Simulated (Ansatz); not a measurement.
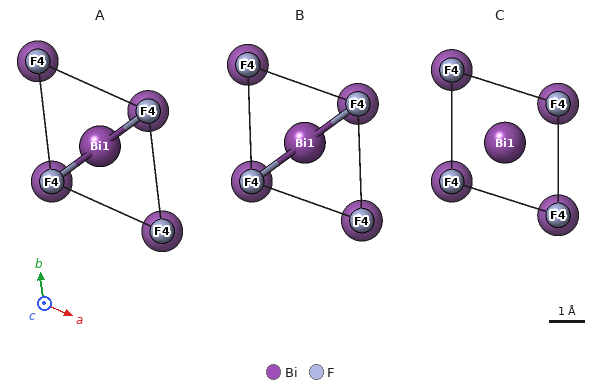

3 geometries from one relaxation of solid Bi3F (a generated structure, set up in Cmmm) (coarse preliminary run), in shuffled order. The picture is a ball-and-stick view of the cell of the calculation, seen along the c axis.

Method: DFT PBE, scalar-relativistic, plane waves, PAW in Ansatz 0.2.0. (plane-wave cutoff 420 eV; k-point mesh 6 × 6 × 2; occupations gaussian; smearing width 0.1 eV; no spin polarisation; cell and atoms relaxed; force threshold 0.04 eV/Å; at most 70 steps)

> Order the frames from highest to lowest energy.

C, B, A. They are steps 0, 4, 15, at +1.738 eV per cell of the calculation, +0.176 eV per cell of the calculation relative to the last. After 11 accepted moves (15 points after the start) the energy has fallen by 1.738 eV per cell of the calculation. The largest force component goes from 2.2 to 0.0016 eV/Å. Pressure: 5.60 GPa at the start and 0.03 GPa at the end. The line search rejected the trial step at point 8 of the run. The SCF was repeated 3 times at an unchanged geometry on a basis and grid sized afresh for the cell, which shifted the energy by 36.9 meV per cell of the calculation at most. The largest moves relative to the cell, 0.50 Å, are those of Bi atoms. F stays in place. The volume changes by +0.3 %, with a = b 3.224 → 3.500 Å (+8.6 %), c 10.543 → 9.964 Å (−5.5 %), γ 107.6° → 120.9°. Near-neighbour distances that change, for instance: Bi–F 3.314 → 2.688 Å. The space group stays Cmmm (No. 65).

Limits of the set-up: layers or molecules are held without a dispersion correction, so their spacing is unreliable.
